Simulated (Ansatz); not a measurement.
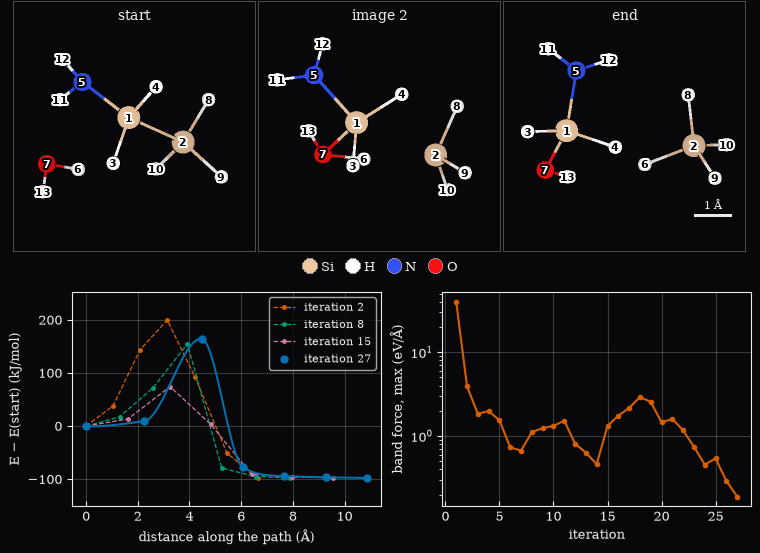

A nudged-elastic-band calculation for Si2NH9O. Images are numbered from 0 (start) to 6 (end). The plot follows the band through its iterations. A ball-and-stick model, seen from a free direction.

These are results of UKS B3LYP-D4/6-31G* in Ansatz, not measurements. Settings: 5 movable images; climbing image; force threshold 0.2 eV/Å; iteration limit 60; starting path through a guess of the saddle point.

Question: Judge this run.

Answer: The run is converged, with reservations. The band converged in 27 iterations. The largest component of the band force went from 40 to 0.19 eV/Å. The climbing image converged on the top of the path. Its curvatures weren't checked. The force threshold is loose. The first iteration put the highest image at 1025.4 kJ/mol. The highest point, image 2, lies 164.4 kJ/mol above the start and 262.1 kJ/mol above the end; the end is at −97.7 kJ/mol relative to the start.
